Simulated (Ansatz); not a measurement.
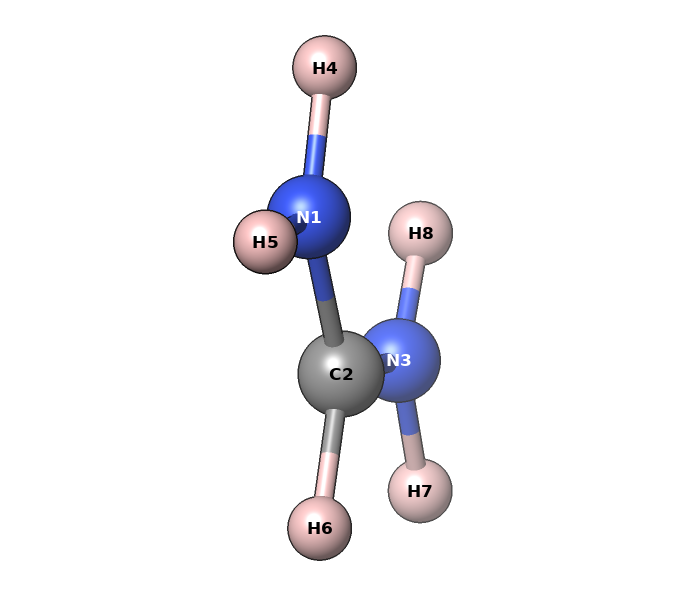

Simulated data, not a measurement (program: Ansatz).

N3 lies behind C2. The molecule seen a little off the C2–N3 bond, C2 in front. Distant atoms are faded towards the background colour. The species has charge +1 and is a spin singlet. Geometry: moved along internal coordinates away from the minimum.

> What is the torsion angle N1–C2–N3–H7? The sign is positive where the front bond must turn clockwise to cover the back bond.

180°, antiperiplanar (anti).
